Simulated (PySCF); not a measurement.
**wB97M-V/6-31G(d) (spherical functions) run of C2HClF2 (SMILES FC(F)=CCl)**

Aim: the energy change on altering one bond length of C2HClF2 at wB97M-V/6-31G* (spherical functions), from 2 runs. 

The calculation is run with PySCF 2.14.0.

3 further runs of the same task are left out: 3 set aside as unsound or not needed.

### Step 1. The molecule

The species is C2HClF2 (6 atoms), meant as a singlet with charge 0. SMILES: `FC(F)=CCl`. The coordinates come from a PBE0-D4/def2-TZVP relaxation.

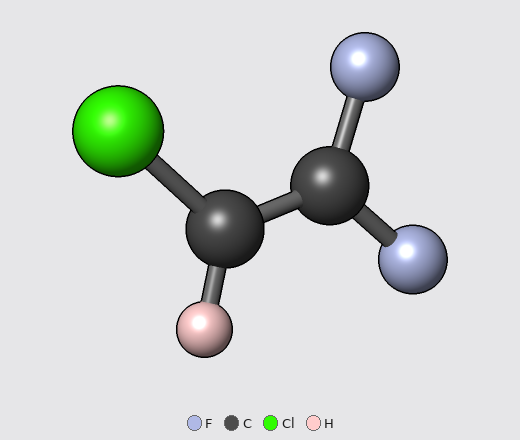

The structure, seen from a chosen angle (fluorine light blue, carbon dark grey, chlorine green, hydrogen pink).

### Step 2. The energy at wB97M-V/6-31G(d) (spherical functions)

input.py

```python
from pyscf import gto, dft

mol = gto.M(
    atom='''
F      0.901010    -0.810380     1.342040
C      0.267650    -0.562200     0.220370
F      0.192510    -1.632620    -0.522730
C     -0.218360     0.626770    -0.086550
Cl    -1.039010     0.926430    -1.552100
H     -0.103800     1.452000     0.598970
''',
    basis='6-31g*',
    verbose=3,
    max_memory=1860,
    spin=0,
)

mf = dft.RKS(mol)
mf.xc = 'wb97m-v'
mf.grids.level = 5
mf.nlcgrids.level = 1
mf.conv_tol = 1e-10
mf.kernel()
if not mf.converged:
    mf = mf.newton().run(mf.mo_coeff, mf.mo_occ)

e_final = mf.e_tot
print('Final energy', e_final)
```

Launch:

```sh
$ OMP_NUM_THREADS=1 python input.py
```

Standard output:

```text
converged SCF energy = -736.534674587772
Final energy -736.5346745877719
```

Run time: 71 s. Hardware: 1 thread of Intel Xeon at 2.70GHz, shared host; peak memory 0.43 GiB.

### Step 3. The distorted shape at the same level

input.py

```python
from pyscf import gto, dft

mol = gto.M(
    atom='''
F    0.973904  -0.988707   1.388073
C    0.340544  -0.740527   0.266403
F    0.265404  -1.810947  -0.476697
C   -0.218360   0.626770  -0.086550
Cl  -1.039010   0.926430  -1.552100
H   -0.103800   1.452000   0.598970
''',
    basis='6-31g*',
    verbose=3,
    max_memory=1860,
)

ks = dft.RKS(mol, xc='wb97m-v')
ks.nlcgrids.level = 1
ks.conv_tol = 1e-10
ks.grids.level = 5
ks.kernel()
if not ks.converged:
    ks = ks.newton().run(ks.mo_coeff, ks.mo_occ)

energy = ks.e_tot
print('Final energy', energy)
```

Launch:

```sh
$ OMP_NUM_THREADS=1 python input.py
```

Standard output:

```text
converged SCF energy = -736.50263031414
Final energy -736.5026303141397
```

It took 76 s on 1 thread of Intel Xeon at 2.70GHz, shared host; peak memory 0.43 GiB.

### Step 4. Results

At wB97M-V/6-31G* (spherical functions):

```
                                                         quantity          value
                                        first shape: total energy  -736.53467 Eh
                                       first shape: dipole moment         1.05 D
                                         first shape: HOMO energy       -9.36 eV
                                         first shape: LUMO energy        2.95 eV
                                       first shape: HOMO–LUMO gap       12.31 eV
                                    distorted shape: total energy  -736.50263 Eh
                                   distorted shape: dipole moment         1.03 D
                                     distorted shape: HOMO energy       -8.68 eV
                                     distorted shape: LUMO energy        1.83 eV
                                   distorted shape: HOMO–LUMO gap       10.51 eV
energy change with the C2–C4 bond stretched from 1.321 to 1.519 Å       0.872 eV
```

What this shows: With the C2–C4 bond stretched from 1.321 to 1.519 Å the energy rises by 0.87 eV (84.1 kJ/mol). The first shape isn't relaxed at this level, so the change isn't measured from a minimum. Mulliken charges (first shape) run from -0.42 on C4 to +0.69 on C2; they depend strongly on the basis. Mulliken charges (distorted shape) run from -0.40 on C4 to +0.63 on C2.
